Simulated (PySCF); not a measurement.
| atom | x (Å) | y (Å) | z (Å) |
| --- | --- | --- | --- |
| B | -2.5561 | 0.5177 | 0.1909 |
| P | -1.1481 | -0.6502 | -0.3473 |
| C | 0.5400 | -0.0996 | -0.0383 |
| C | 1.7241 | -0.8209 | -0.3584 |
| C | 2.8465 | -0.1511 | -0.0059 |
| S | 2.4954 | 1.3696 | 0.7224 |
| C | 0.8138 | 1.1009 | 0.5502 |
| H | -2.3949 | 0.6433 | 1.3672 |
| H | -2.3578 | 1.5189 | -0.4275 |
| H | -3.5702 | -0.0312 | -0.0987 |
| H | -1.0244 | -1.0393 | -1.6798 |
| H | -1.0688 | -1.9421 | 0.1694 |
| H | 1.7206 | -1.7896 | -0.8261 |
| H | 3.8683 | -0.4512 | -0.1292 |
| H | 0.1071 | 1.8325 | 0.8891 |

Geometry: GFN2-xTB.

Level of theory: PySCF 2.14.0, PBE0/pcSseg-1, SCF density, gas phase, non-relativistic.

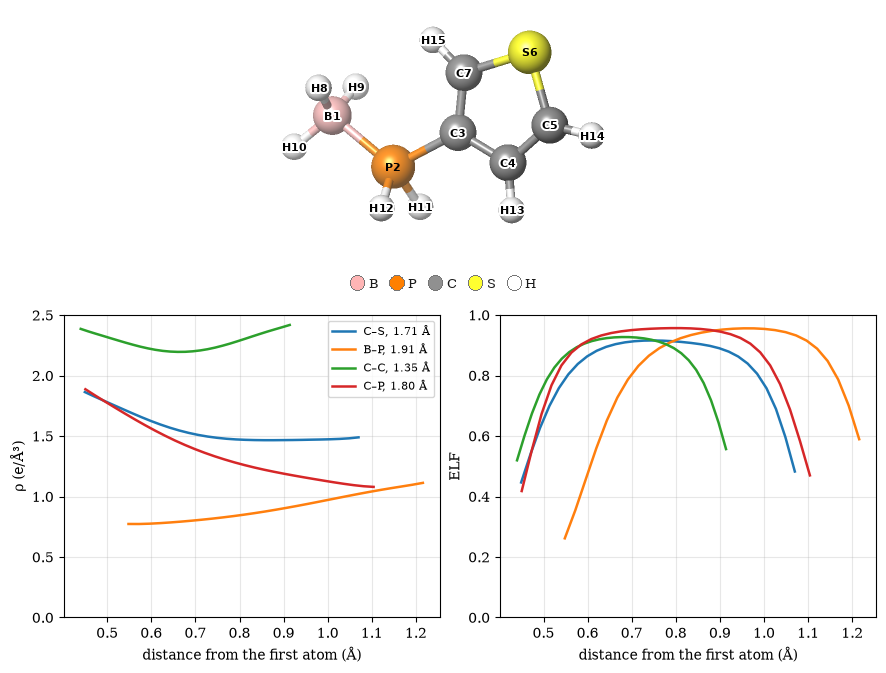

C₄H₈BPS (SMILES [BH3-][PH2+]c1ccsc1). Electron density and ELF along straight lines between neighbouring atoms. The curves leave out the atomic cores. The structure is drawn too.

Compare the contacts.

Answer. C–S (1.71 Å): ρ is about 1.5 e/Å³ halfway; the ELF peaks at about 0.90 between the atoms; localised, covalent bonding.
B–P (1.91 Å): ρ at the midpoint is about 0.94 e/Å³, with its minimum of 0.77 e/Å³ about 0.6 Å from B; the ELF peaks at about 0.95 between the atoms (a covalent bond).
C–C (1.35 Å): ρ is about 2.2 e/Å³ halfway; the ELF peaks at about 0.95 between the atoms, as expected for localised, covalent bonding.
C–P (1.80 Å): the density is about 1.2 e/Å³ at the midpoint; the ELF peaks at about 0.95 between the atoms, as expected for a covalent bond.
